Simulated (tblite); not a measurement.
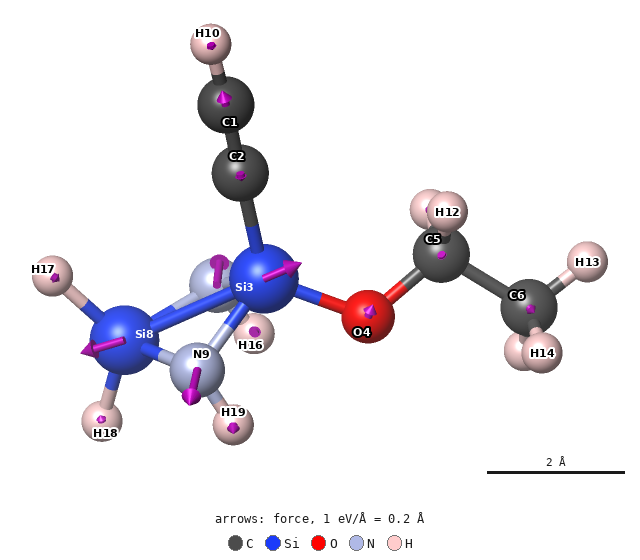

Starting geometry of C4H10N2OSi2 with the computed forces as purple arrows. The picture is a ball-and-stick view, seen at a tilt.

Level of theory: GFN2-xTB geometry optimisation, gas phase in tblite 0.8.0. 

Is this structure relaxed? If not, where do the atoms go?

Answer. It isn't relaxed: the largest force vector, on an N atom, is 4.59 eV/Å. The final displacements have little in common with the starting forces (cosine between the two patterns 0.00). The atom that moves furthest after the best rigid fit is an H atom (2.13 Å). By element the largest moves are H 2.13 Å, O 1.47 Å, C 0.89 Å, N 0.70 Å, Si 0.59 Å. Some distances before and after: Si–Si 2.400 → 2.567 Å, N–Si 1.691 → 1.739 Å, C–Si 1.838 → 1.859 Å, C–O 1.412 → 1.395 Å. Bond angles that change, for instance: Si–N–H 104.2° → 130.9°, Si–N–H 105.3° → 131.6°, Si–N–H 106.1° → 131.9°. Groups turn about C–O by about 120°, O–Si by about 70°. The energy falls by 41.6 kcal/mol in 228 geometry steps.
